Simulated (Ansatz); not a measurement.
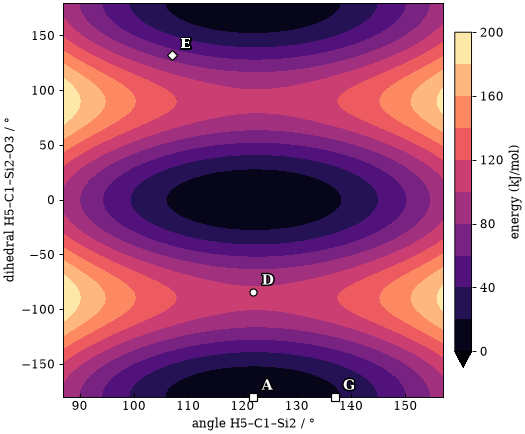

CH2FOSi, SMILES [CH2-][Si](=O)F, charge −1. First axis: angle H5–C1–Si2. Second axis: dihedral H5–C1–Si2–O3. Nothing is relaxed (all other coordinates rigid). The scan uses a 15 × 15 grid; 120 points were computed and 105 follow by symmetry. Energies are in kJ/mol, from the lowest grid point. All numbers below come from RHF/def2-SVPD in Ansatz.

In the figure: filled contours, lettered points. Between grid points the surface is interpolated.

### Rank the lettered points by energy, lowest first.

A (0 kJ/mol), G (17 kJ/mol), E (69 kJ/mol), D (103 kJ/mol).

### What kind of point is each of A, D, E: minimum, saddle, maximum or slope?

A: minimum; D: saddle point; E: on a slope. (In these two coordinates alone; a stationary point may lie a little off the grid point.)
